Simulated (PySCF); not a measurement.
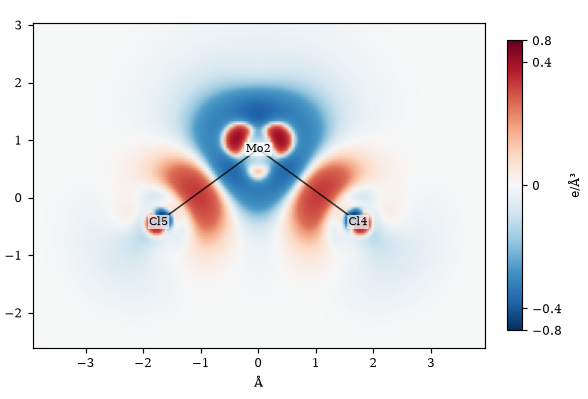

Cl2MoO2, SMILES `O=[Mo](=O)(Cl)Cl`. Deformation density (molecule less spherical, spin-averaged free atoms) in the plane of Mo2, Cl4 and Cl5; colour scale in e/Å³, logarithmic beyond ±0.1; red: gain, blue: loss.

Level of theory: PBE/def2-TZVP (PySCF), at a geometry from GFN2-xTB. Core potentials replace the inner electrons of Mo; spin–orbit coupling isn't included. This is a single-reference result, which may miss multireference character in this system. No frequency check shows the geometry to be a minimum. GFN2-xTB bond lengths at metals and heavier atoms can be off by up to 0.1 Å and shapes distorted, which carries into these values.

Geometry (Å), atoms numbered from 1:

```
O1      -0.0004    1.1724   -1.3948
Mo2      0.0000    0.3195    0.0000
O3       0.0004    1.1724    1.3948
Cl4     -1.7326   -0.9464    0.0001
Cl5      1.7326   -0.9464   -0.0001
```

> How much density has each bond in this plane gained at its critical point, relative to the free atoms?

Mo2–Cl4 and Mo2–Cl5: +0.11 e/Å³ at the bond critical point (bond length 2.15 Å, Mayer order 1.0). In all, 1.3 electrons gather in the regions of gain relative to the promolecule. A small or negative value marks a very polar bond, one between electron-rich atoms, whose free-atom densities already overlap strongly, a long bond to a heavier atom, or a closed-shell contact such as a hydrogen bond.

> Where do the Hirshfeld charges lie?

The highest Hirshfeld charge is on Mo2 (+0.73 e), the lowest on O1 and O3 (−0.28 e).
